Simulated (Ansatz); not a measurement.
Three curves of one kind of scan: energy against volume (even scaling of the relaxed cell, symmetry kept). Computed with PBEsol (plane waves to 420 eV, PAW, scalar-relativistic; Ansatz, a first-principles code). Each is measured from its own zero (the relaxed starting cell). 

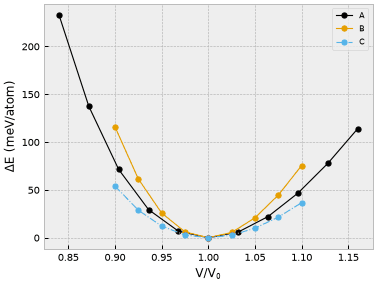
Figure. Curves A, B and C.

**Question.** Match the curves to these crystals:
- CdTe (zinc blende), a = b = c = 6.489 Å, α = β = γ = 90.00°
- Pd (fcc, Cu type), a = 3.876 Å, b = 3.876 Å, c = 3.876 Å, α = 90.00°, β = 90.00°, γ = 90.00°
- Ag (fcc, Cu type), a = 4.0544 Å, b = 4.0544 Å, c = 4.0544 Å, α = 90.00°, β = 90.00°, γ = 90.00°

**Answer.** A is Ag; B is Pd; C is CdTe.

All were relaxed with their symmetry unable to fall. Pd is run without spin polarisation. Spin-orbit coupling is left out.

(A scan under strain: stresses follow from slopes of the energy per volume, elastic moduli from its curvatures.)
